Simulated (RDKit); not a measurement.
**Property calculation of C₂H₇Al**

- system: C₂H₇Al
- method: EHT (RDKit 2026.09.1)

The geometry comes from this level: GFN2-xTB.

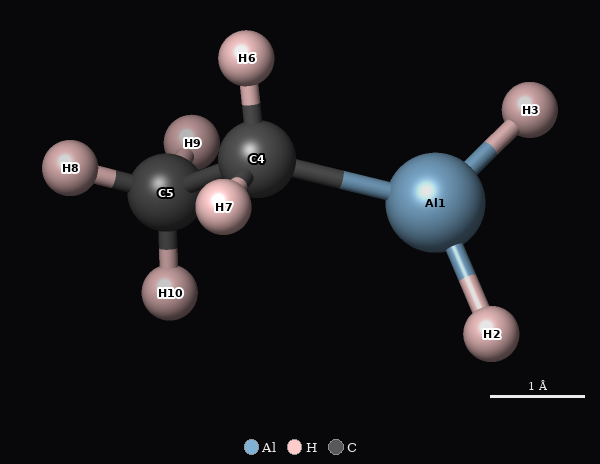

Figure 1. The structure (ball-and-stick view, seen at a tilt; atoms are numbered from 1 in the order of the input). Sticks mark near contacts.

Key numbers

- outcome: converged
- total energy: −11.210266 hartree
- HOMO: −12.50 eV
- LUMO: −6.00 eV
- hardware: 1 thread of Arm Neoverse V1, 24 GiB of memory available, shared host
- peak memory: 0.073 GiB

Input (job.py)
```python
# eht eht with RDKit
import json
import numpy as np
from rdkit import Chem
from rdkit.Chem import AllChem
from rdkit.Chem import rdDetermineBonds
from rdkit.Chem import rdEHTTools

mol = Chem.MolFromXYZFile("mol.xyz")
symbols = [a.GetSymbol() for a in mol.GetAtoms()]
start = mol.GetConformer().GetPositions().copy()

ok, res = rdEHTTools.RunMol(mol, keepOverlapAndHamiltonianMatrices=True)
if not ok:
    raise RuntimeError("the extended Hueckel run failed")
eps = np.array(res.GetOrbitalEnergies())
nel = res.numElectrons
homo = (nel + 1) // 2 - 1
print(f"{res.numOrbitals} orbitals, {nel} valence electrons, sum of one-electron energies {res.totalEnergy:.4f} eV")
for i in range(max(0, homo - 3), min(len(eps), homo + 4)):
    print(f"{i + 1:4d} {eps[i]:10.4f} eV", "(HOMO)" if i == homo else "(LUMO)" if i == homo + 1 else "")
q = np.array(res.GetAtomicCharges())
print("Mulliken charges:", " ".join(f"{a}{i + 1}={c:+.3f}" for i, (a, c) in enumerate(zip(symbols, q))))
op = res.GetReducedOverlapPopulationMatrix()
pairs = [(k, i, op[i * (i + 1) // 2 + k]) for i in range(len(symbols)) for k in range(i) if abs(op[i * (i + 1) // 2 + k]) > 0.1]
print("reduced overlap populations above 0.1")
for k, i, p in pairs:
    print(f"  {symbols[k]}{k + 1}-{symbols[i]}{i + 1} {p:7.3f}")
json.dump(dict(symbols=symbols, start=start.tolist(), energy=res.totalEnergy * 23.060548, homo=eps[homo], lumo=eps[homo + 1] if homo + 1 < len(eps) else None, orbital_energies=eps.round(4).tolist(), charges_mulliken=q.tolist(), bond_orders=[[k + 1, i + 1, round(p, 4)] for k, i, p in pairs], nel=nel), open("results.json", "w"))
```

File mol.xyz
```
10

Al     0.756200     1.406100     0.588900
H      2.304710     1.485140     0.623190
H      0.060050     2.790960     0.544630
C     -0.242310    -0.324710     0.559440
C     -0.443160    -0.904980    -0.857560
H     -1.236960    -0.220570     1.025040
H      0.275930    -1.089370     1.163390
H     -0.982620    -1.852180    -0.824760
H     -1.009460    -0.212770    -1.480250
H      0.517610    -1.077610    -1.342020
```

Launched with:
```bash
python job.py
```

The program's output
```
19 orbitals, 18 valence electrons, sum of one-electron energies -305.0469 eV
   6   -14.7586 eV
   7   -14.3169 eV
   8   -14.2048 eV
   9   -12.5045 eV (HOMO)
  10    -5.9953 eV (LUMO)
  11     2.6422 eV
  12     2.7737 eV
Mulliken charges: Al1=+1.388 H2=-0.418 H3=-0.417 C4=-0.592 C5=-0.054 H6=+0.024 H7=+0.024 H8=+0.012 H9=+0.016 H10=+0.016
reduced overlap populations above 0.1
  Al1-H2   0.657
  Al1-H3   0.657
  Al1-C4   0.542
  C4-C5   0.730
  C4-H6   0.794
  C4-H7   0.793
  C5-H8   0.792
  C5-H9   0.798
  C5-H10   0.798
```

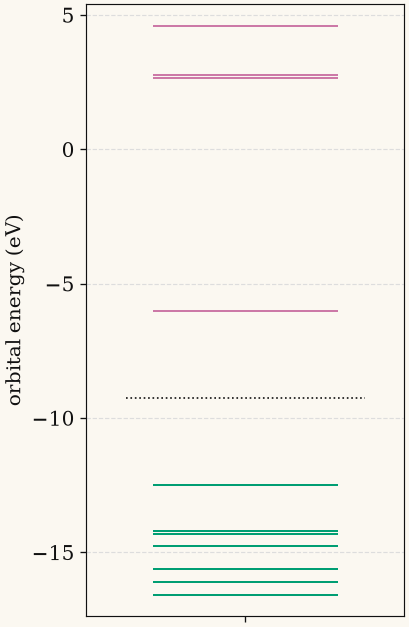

Figure 2. Orbital energies near the frontier; the dotted line parts filled from empty levels, and levels within 0.02 eV of each other stand side by side. Highest filled −12.50 eV, lowest empty −6.00 eV, 6.50 eV apart.

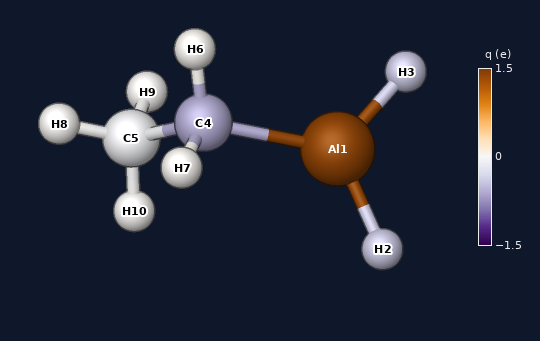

Figure 3. Mulliken charges, as the colour of each atom (ball-and-stick view, seen at a tilt; atoms are numbered from 1 in the order of the input). By element: Al +1.39, H −0.42 to +0.02 and C −0.59 to −0.05 e.
